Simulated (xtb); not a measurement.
Single-point calculation, with input and output: C3HCuN3O (charge −2)

System: C3HCuN3O, charge −2, multiplicity 2.
Method: GFN2-xTB (xtb 6.7.1 later snapshot).

The run did not end well. The geometry comes from this level: GFN1-xTB.

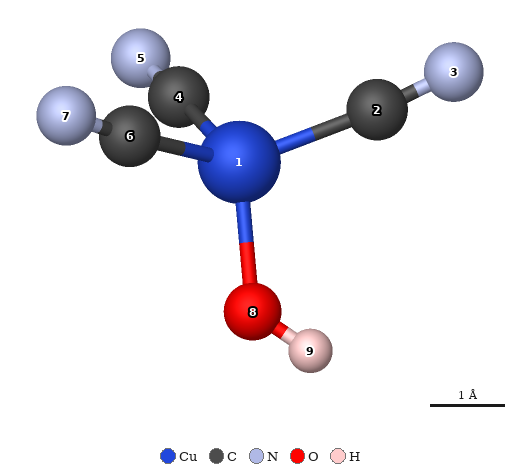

Fig. 1: The structure as given in the input (ball-and-stick view, seen at a tilt; atoms are numbered from 1 in the order of the input). Sticks mark near contacts.

## Input file (start.xyz)
```
9
start
Cu    -0.02993    -0.09309    -0.00504
C      1.82173    -0.23483     0.75026
N      2.87300    -0.22811     1.24340
C     -0.03398     1.81843    -0.55935
N     -0.07970     2.93683    -0.86339
C     -1.84022    -0.12452     0.86139
N     -2.86834    -0.07504     1.39873
O     -0.23978    -1.67095    -1.28921
H      0.39722    -2.32874    -1.53678
```

Hardware: 1 thread of Arm Neoverse N1, 16 GiB of memory available, shared host.

Command:
```bash
xtb start.xyz --gfn 2 --scc -c -2 -u 1 --iterations 8 > xtb.out
```

## What the program printed
```
* xtb version 6.7.1
   ID    Z sym.   atoms
    1   29 Cu     1
    2    6 C      2, 4, 6
    3    7 N      3, 5, 7
    4    8 O      8
    5    1 H      9

           -------------------------------------------------
          |                Calculation Setup                |
           -------------------------------------------------

          program call               : xtb start.xyz --gfn 2 --scc -c -2 -u 1 --iterations 8
          coordinate file            : start.xyz
          omp threads                :                     1

           -------------------------------------------------
          |                 G F N 2 - x T B                 |
           -------------------------------------------------

      * Hamiltonian:
        H0-scaling (s, p, d)           1.850000    2.230000    2.230000
        zeta-weighting                 0.500000
      * Dispersion:
        s8                             2.700000
        a1                             0.520000
        a2                             5.000000
        s9                             5.000000
      * Repulsion:
        kExp                           1.500000    1.000000
        rExp                           1.000000
      * Coulomb:
        alpha                          2.000000
        third order                    shell-resolved
        anisotropic                    true
        a3                             3.000000
        a5                             4.000000
        cn-shift                       1.200000
        cn-exp                         4.000000
        max-rad                        5.000000

          ...................................................
          :                      SETUP                      :
          :.................................................:
          :  # basis functions                  39          :
          :  # atomic orbitals                  38          :
          :  # shells                           18          :
          :  # electrons                        47          :
          :  max. iterations                     8          :
          :  Hamiltonian                  GFN2-xTB          :
          :  restarted?                      false          :
          :  GBSA solvation                  false          :
          :  PC potential                    false          :
          :  electronic temp.          300.0000000     K    :
          :  accuracy                    1.0000000          :
          :  -> integral cutoff          0.2500000E+02      :
          :  -> integral neglect         0.1000000E-07      :
          :  -> SCF convergence          0.1000000E-05 Eh   :
          :  -> wf. convergence          0.1000000E-03 e    :
          :  Broyden damping             0.4000000          :
          :  net charge                         -2          :
          :  unpaired electrons                  1          :
          ...................................................

 iter      E             dE          RMSdq      gap      omega  full diag
   1    -23.9021997 -0.239022E+02  0.104E+01    4.17       0.0  T
   2    -23.8934940  0.870574E-02  0.845E+00    2.61       1.0  T
   3    -24.0281361 -0.134642E+00  0.464E+00    3.35       1.0  T
   4    -24.0830107 -0.548746E-01  0.145E+00    3.14       1.0  T
   5    -24.0889065 -0.589581E-02  0.103E+00    3.04       1.0  T
   6    -24.0894790 -0.572454E-03  0.875E-01    3.08       1.0  T
   7    -24.0889875  0.491476E-03  0.750E-01    3.03       1.0  T
   8    -24.0902230 -0.123553E-02  0.370E-01    3.01       1.0  T

   *** convergence criteria cannot be satisfied within 8 iterations ***

         #    Occupation            Energy/Eh            Energy/eV
      -------------------------------------------------------------
         1        2.0000           -0.3301798              -8.9846
       ...           ...                  ...                  ...
        18        2.0000           -0.0687956              -1.8720
        19        2.0000           -0.0558952              -1.5210
        20        2.0000           -0.0480937              -1.3087
        21        2.0000           -0.0359747              -0.9789
        22        2.0000           -0.0320957              -0.8734
        23        2.0000           -0.0255386              -0.6949
        24        1.0000           -0.0026970              -0.0734 (HOMO)
        25                          0.1079399               2.9372 (LUMO)
        26                          0.1132603               3.0820
        27                          0.1154672               3.1420
        28                          0.1199258               3.2633
        29                          0.1223560               3.3295
       ...                                ...                  ...
        38                          1.3020964              35.4318
      -------------------------------------------------------------
                  HL-Gap            0.1106368 Eh            3.0106 eV
             Fermi-level            0.0192521 Eh            0.5239 eV

 SCC (total)                   0 d,  0 h,  0 min,  0.008 sec
 SCC setup                      ...        0 min,  0.000 sec (  1.172%)
 Dispersion                     ...        0 min,  0.000 sec (  0.766%)
 classical contributions        ...        0 min,  0.000 sec (  0.116%)
 integral evaluation            ...        0 min,  0.001 sec ( 16.558%)
 iterations                     ...        0 min,  0.004 sec ( 45.772%)
 molecular gradient             ...        0 min,  0.003 sec ( 32.971%)
 printout                       ...        0 min,  0.000 sec (  2.472%)

########################################################################
[ERROR] Program stopped due to fatal error
-3- Single point calculation terminated
-2- xtb_calculator_singlepoint: Electronic structure method terminated
-1- scf: Self consistent charge iterator did not converge
########################################################################
```

## Standard error
```
ERROR STOP
Error termination. Backtrace:
abnormal termination of xtb
```

## Outcome

- outcome: not converged
- electrons treated: 47
- basis functions: 39
- peak memory: 0.074 GiB

## What went wrong

Settings chosen away from the usual ones: method = gfn2-xtb; task = energy; x = {"max_iter": 8}. The run did not converge. Its last values are not results. The record of the run, not the program, notes: no spin polarisation: high-spin states lie too high.
